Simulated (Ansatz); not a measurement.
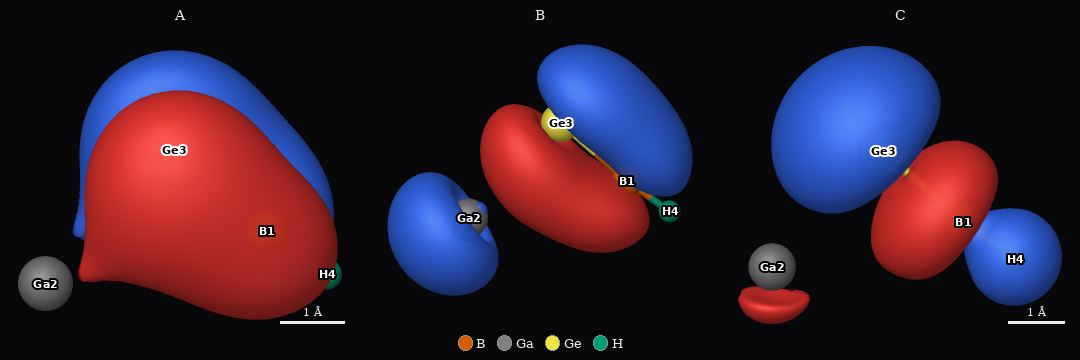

Figure 1: BGaGeH (charge +1). Three frontier orbitals at ±0.08 Å⁻³ᐟ² (red and blue are the two phases), in no order.

Geometry: r2SCAN-D4/def2-TZVP.

All numbers below come from Ansatz, isolated molecule in a Gaussian basis; Kohn-Sham density functional theory, functional PBE0.

```xyz
4

B     0.1633   -0.7152    1.1121
Ga   -1.0280    1.4899   -1.4217
Ge    1.3583    0.5290    0.0926
H    -0.4474   -1.4855    1.7714
```

Order the three orbitals by energy and name them.

Answer. C is the HOMO−1 (−12.62 eV). Its weight (Hirshfeld) is mainly on Ge3 (about 60 %), B1 (about 25 %), Ga2 (about 5 %) and H4 (about 5 %); it is symmetric in the molecular plane (an in-plane orbital: σ, lone-pair or in-plane π type). B is the HOMO (−10.70 eV). Its weight (Hirshfeld) is mainly on Ge3 (about 40 %), B1 (about 30 %) and Ga2 (about 30 %); it is symmetric in the molecular plane (an in-plane orbital: σ, lone-pair or in-plane π type). A is the LUMO (−9.13 eV). By Hirshfeld shares it lies mainly on Ge3 (about 55 %), B1 (about 35 %) and Ga2 (about 10 %); it changes sign across the molecular plane (π type); π-bonding across B1–Ge3.

What is the HOMO–LUMO gap?

Answer. 1.57 eV between the orbital energies.
